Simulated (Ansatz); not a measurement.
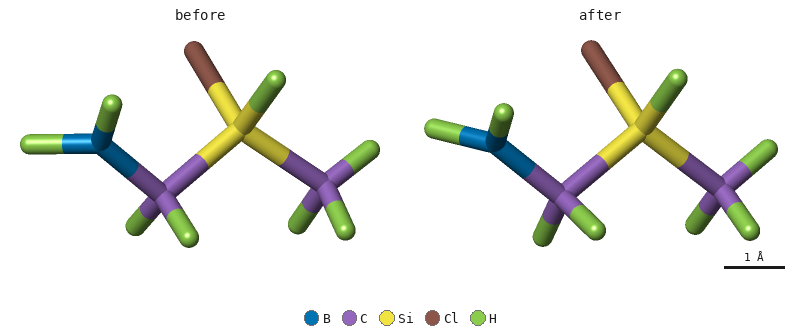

The structure of C2H8BClSi (coarse preliminary run) before (left) and after (right) a relaxation, at one scale.

A stick model, seen at a tilt.

The start comes from a force field.

Method: RKS PBE-D4/def2-SVP (Ansatz).

The input:
```yaml
crystal:
  periodic: [false, false, false]
  atoms:
    - {symbol: B, position_ang: [-0.736300, 1.924200, 0.951400]}
    - {symbol: C, position_ang: [-0.891200, 0.442800, 0.506100]}
    - {symbol: Si, position_ang: [0.668800, -0.092300, -0.330100]}
    - {symbol: C, position_ang: [0.675200, -1.903700, -0.718200]}
    - {symbol: Cl, position_ang: [0.992300, 0.978300, -2.105900]}
    - {symbol: H, position_ang: [0.038400, 2.328300, 1.713200]}
    - {symbol: H, position_ang: [-1.512200, 2.765100, 0.500200]}
    - {symbol: H, position_ang: [-1.691600, 0.332100, -0.209600]}
    - {symbol: H, position_ang: [-1.061700, -0.162300, 1.448200]}
    - {symbol: H, position_ang: [1.835100, 0.141700, 0.617000]}
    - {symbol: H, position_ang: [1.533500, -2.238100, -1.180500]}
    - {symbol: H, position_ang: [-0.232500, -2.088000, -1.383600]}
    - {symbol: H, position_ang: [0.402700, -2.462900, 0.206400]}
basis:
  gaussian: {orbitals: def2-SVP}
hamiltonian: {xc: pbe, dispersion: d4}
relax: {f_tol: 0.03, max_steps: 200}
```

Command:
```bash
ansatz run in.yaml --threads 4 --pin off --events-out ev --progress --plain --max-ram 10444MiB
```

**Describe what moved and what it gained.**

The atom that moves furthest after the best rigid fit is H7 (0.40 Å). By element the largest moves are H 0.40 Å, Cl 0.14 Å, C 0.11 Å, B 0.10 Å, Si 0.07 Å. Near-neighbour distances that change, for instance: C4–H11 1.031 → 1.108 Å, B1–H6 1.159 → 1.220 Å, C2–Si3 1.849 → 1.901 Å, C4–H12 1.140 → 1.109 Å. Bond angles that change, for instance: Si3–C2–H9 110.4° → 101.1°, B1–C2–H9 106.6° → 113.5°, H12–C4–H13 102.0° → 108.5°. Groups turn about B1–C2 by about 20°. Over 6 accepted moves (7 points after the start) the energy falls by 39.3 kJ/mol. Largest force component: 4.1 eV/Å at the start, 0.021 eV/Å at the end. The line search rejected the trial step at point 4 of the run.
